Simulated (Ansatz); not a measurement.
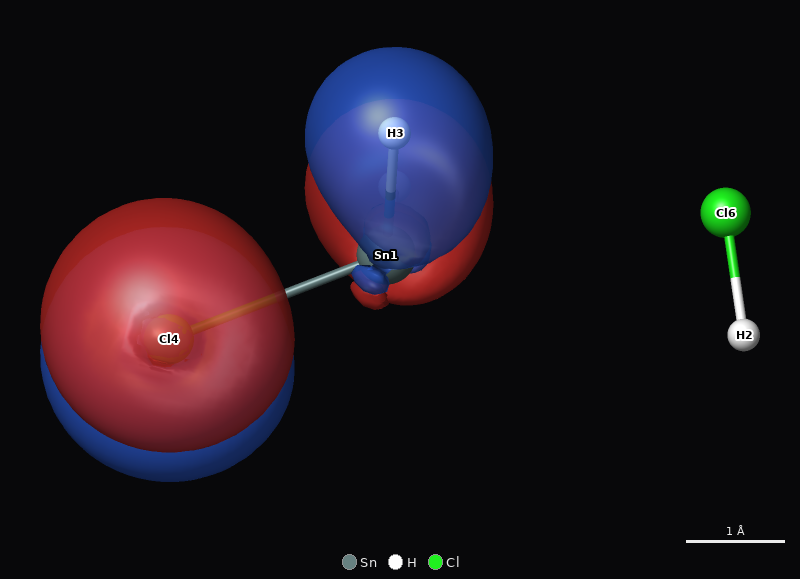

ClH2Sn···HCl (doublet). One frontier orbital at ±0.08 Å⁻³ᐟ² (red and blue are the two phases), seen from one side.

Core potentials replace the inner electrons of Sn.

Computed with UKS B3LYP-D4/def2-SVP in Ansatz 0.2.0.

Input file:

```
crystal:
  periodic: [false, false, false]
  atoms:
    - { symbol: Sn, position_ang: [-0.120305, 0.208706, -0.05294] }
    - { symbol: H, position_ang: [-0.235418, 0.409364, 2.876775] }
    - { symbol: H, position_ang: [1.57494, 0.123192, -0.42801] }
    - { symbol: Cl, position_ang: [-1.03082, 1.786738, -1.611999] }
    - { symbol: H, position_ang: [-0.89324, -1.302595, -0.427489] }
    - { symbol: Cl, position_ang: [0.391043, -0.678605, 3.332363] }
magnetization:
  spin_polarized: true
  initial_magnetization: 1
basis:
  gaussian: { orbitals: def2-SVP }
hamiltonian:
  xc: b3lyp
  dispersion: d4
relax:
  f_tol: 0.03
  max_steps: 50
output:
  orbitals: {}
```

Run with:

```sh
ansatz run input.yaml --threads 2 --pin off --max-ram 3072MiB --backend cpu --events-out ev --progress --plain --runs-dir out
```

The fields are those of the run's last geometry, not of the input's.

> Which orbital is it: HOMO (β) or LUMO (β)?

The HOMO (β), at −7.75 eV. Its weight (Hirshfeld) is mainly on Cl4 (about 75 %), Sn1 (about 10 %), H3 (about 5 %) and H5 (about 5 %); largely a lone pair of Cl4.
